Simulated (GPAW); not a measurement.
Two runs for the V K edge of atom 1 in VF3 (P-1). Run A: GPAW, LDA + U (V 3 eV), full core hole (charged cell), 8-atom cell with 5.1 Å between holes, 3×3×3 k points, dipole transitions, Gaussian full width 1.01 eV up to 4 eV, rising linearly to 3.5 eV at 25 eV. Run B differs in one choice.

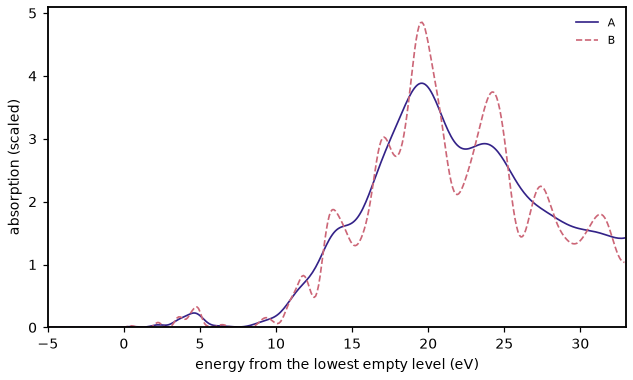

Energy from the lowest empty level; intensity scaled to a mean of 1 over the first 20 eV.

Question: What was changed?
a) the broadening
b) the volume of the cell
c) the k mesh of the spectrum
d) the plane-wave cutoff

(a): run B changes the broadening from Gaussian full width 1.01 eV up to 4 eV, rising linearly to 3.5 eV at 25 eV to Gaussian full width 0.5 eV up to 4 eV, rising linearly to 1.5 eV at 25 eV. The scaled spectrum changes by 18 % r.m.s. The highest intensity below 24 eV goes from 19.6 eV (3.88) to 19.6 eV (4.85). Other settings could leave a like mark; this is the one that was changed.

[Hosts, paths, dates, database ids (printed as entryN), source tags and the programs' standing remarks are cut or masked in the printed files.]

[Lists of maxima count a maximum above −3 eV only where it reaches 4 % of the highest in the window and stands out from its surroundings by 2 % of it (1.5 % where it reaches 55 %); shoulders and weaker maxima are passed over, and of the rest the first, up to two pre-edge ones and the few strongest are named.]
